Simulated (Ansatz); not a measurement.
Bands of a (7,0) GaN nanotube, along its axis.

Levels: PBE (plane waves to 420 eV, PAW; Ansatz, an electronic-structure program); PBE with spin-orbit coupling run with Ansatz. Unmarked values and the geometry are of the first. Mesh 1×1×6. No spin polarisation. Isolated but for its images some 11 Å away. A hypothetical model, rolled from the flat sheet. Symmetry and one short period hold its shape; lower forms weren't sought.

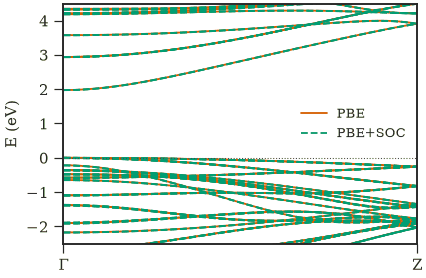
Fig. 1. Bands from the zone centre to the zone edge (period 5.52 Å); the dotted line marks the highest filled level of each set

Task: Is it a metal or a semiconductor at this level? Give what the bands show.

Result: A semiconductor in PBE.
* **PBE gap**: 1.97 eV, direct at Γ
* **PBE+SOC gap at this geometry**: 1.97 eV
